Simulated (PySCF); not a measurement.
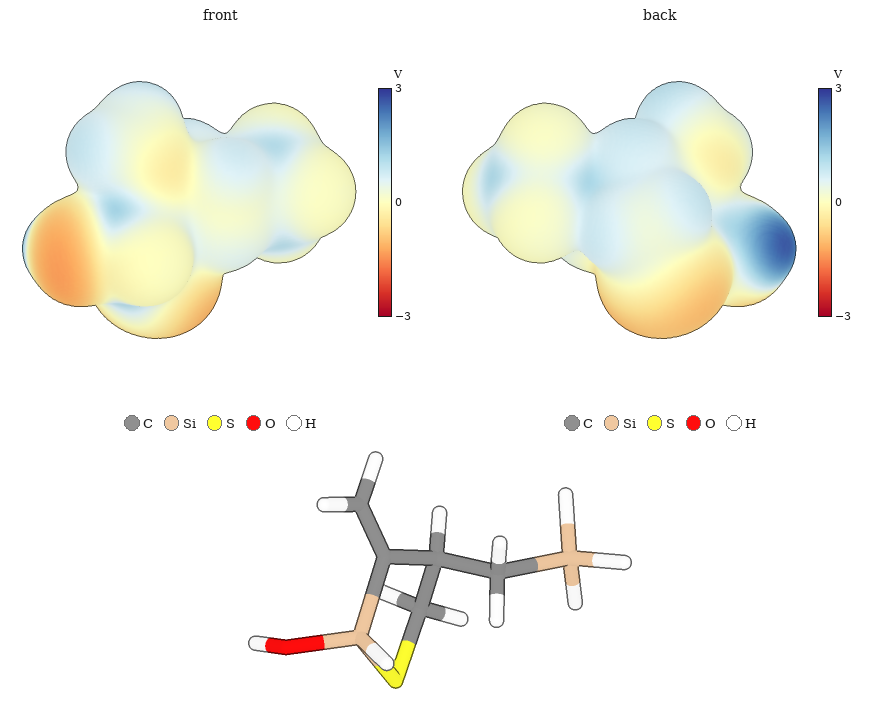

Figure. C₅H₁₂OSSi₂. The electrostatic potential painted on the density surface at 0.002 e/bohr³, seen from the front and from behind; red is negative and blue positive. The bare structure is drawn below in the same view.

Geometry: GFN2-xTB.

Computed with PBE0/pcSseg-1, SCF density, gas phase, non-relativistic in PySCF.

```xyz
21

C     1.4130   -1.9940    0.2630
C     1.0445   -0.7411    0.0413
C    -0.3173   -0.3577   -0.4709
C    -1.1669    0.1508    0.6993
Si   -3.0269    0.2965    0.3223
C    -0.1495    0.7099   -1.5471
S     1.0022    2.0408   -1.0247
Si    2.1253    0.7787    0.3090
O     3.6943    0.6179   -0.0684
H     2.3881   -2.2311    0.6543
H     0.7592   -2.8319    0.0693
H    -0.8086   -1.2263   -0.9257
H    -1.0317   -0.5335    1.5409
H    -0.7708    1.1154    1.0245
H    -3.4832   -0.9751   -0.2470
H    -3.3035    1.3731   -0.6293
H    -3.7305    0.5650    1.5761
H    -1.0933    1.1956   -1.7855
H     0.2626    0.2751   -2.4590
H     2.1860    1.3313    1.6476
H     3.9981    0.4576   -0.9593
```

> Which sites attract a positive test charge, and which a negative one?

A positive charge is drawn to the negative regions and a negative charge to the positive ones. The most negative region (about −1.3 V, or −30 kcal/mol for a unit charge) lies over O9, the most positive (about +2.5 V, or +58 kcal/mol for a unit charge) over H21. O9 is the likeliest acceptor of a hydrogen bond.

> What dipole moment does the calculation give?

Its dipole moment is 2.48 D.
